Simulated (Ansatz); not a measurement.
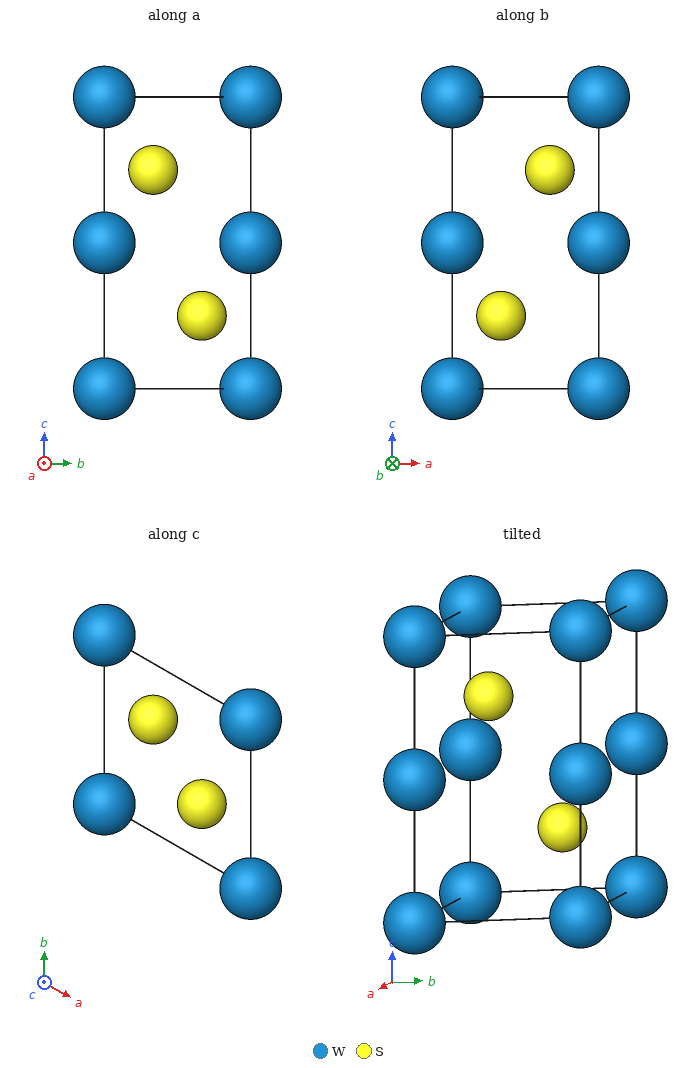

View along the a axis, along the b axis, along the c axis and slightly off an axis, drawn as a spheres-only model. Thin lines show the conventional unit cell, with boundary atoms drawn in all their periodic places.

Lattice parameters: a = 3.8333 Å, b = 3.8333 Å, c = 6.6180 Å, α = 90.000°, β = 90.000°, γ = 120.000°.

Q: From the views, write a CIF with its space group and independent sites.

A:
```cif
data_structure
_symmetry_space_group_name_H-M 'P 63/m m c'
_symmetry_Int_Tables_number 194
_cell_length_a 3.8333
_cell_length_b 3.8333
_cell_length_c 6.6180
_cell_angle_alpha 90.000
_cell_angle_beta 90.000
_cell_angle_gamma 120.000
_cell_volume 84.22
loop_
_atom_site_label
_atom_site_type_symbol
_atom_site_symmetry_multiplicity
_atom_site_Wyckoff_symbol
_atom_site_fract_x
_atom_site_fract_y
_atom_site_fract_z
_atom_site_occupancy
W1 W 2 a 0.0000 0.0000 0.0000 1
S1 S 2 c 0.3333 0.6667 0.2500 1
```

Origin of the cell: a structure type filled with these elements by a generator (whether the compound takes this form wasn't checked). The picture shows the end point of a geometry optimisation with Ansatz 0.2.0, DFT r2SCAN+U, scalar-relativistic, plane waves, PAW.
